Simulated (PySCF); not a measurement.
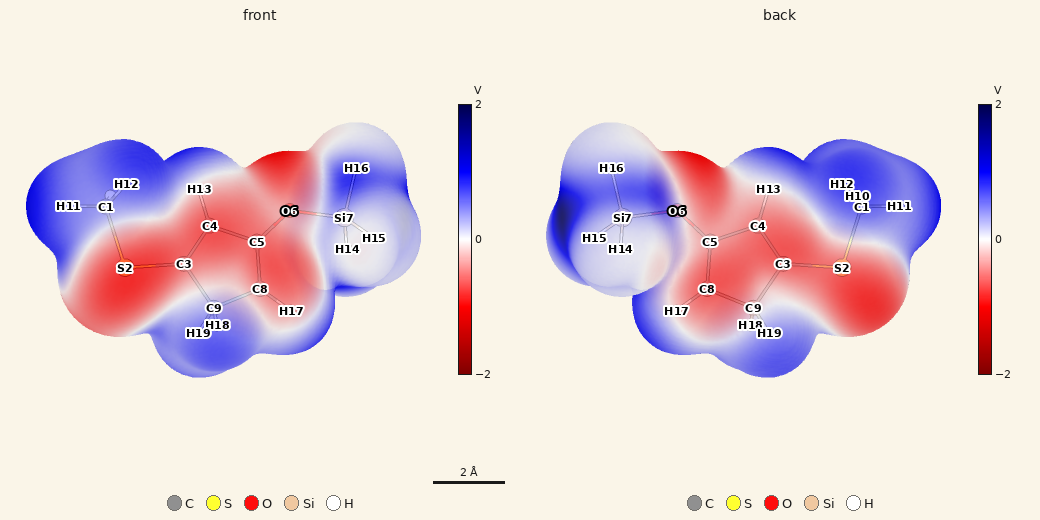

Figure 1: C₆H₁₀OSSi (SMILES CSC1=CC(O[SiH3])=CC1). The electrostatic potential painted on the density surface at 0.002 e/bohr³, seen from the front and from behind; red is negative and blue positive.

Geometry: GFN2-xTB.

Level of theory: PBE0/pcSseg-1, SCF density, gas phase, non-relativistic in PySCF.

```xyz
19

C    -3.3236    1.4218   -0.0364
S    -3.0331   -0.3600    0.1461
C    -1.2954   -0.4387    0.0463
C    -0.3906    0.5514   -0.0657
C     0.9321   -0.0449   -0.1265
O     2.0265    0.7240   -0.2429
Si    3.6060    0.3567   -0.3625
C     0.8370   -1.3839   -0.0542
C    -0.6019   -1.7673    0.0644
H    -2.9053    1.7595   -0.9798
H    -4.4001    1.5588   -0.0320
H    -2.8762    1.9501    0.7999
H    -0.5567    1.6106   -0.1069
H     3.8598   -0.4726   -1.5422
H     4.0685   -0.3589    0.8284
H     4.1431    1.7035   -0.4752
H     1.6448   -2.0897   -0.0724
H    -0.8110   -2.3165    0.9848
H    -0.9338   -2.3948   -0.7654
```

**Where is the surface potential most negative and most positive?**

The most negative region (about −1.0 V, or −23 kcal/mol for a unit charge) lies over O6, the most positive (about +1.6 V, or +37 kcal/mol for a unit charge) over Si7.

**What dipole moment does the calculation give?**

Its dipole moment is 0.48 D.
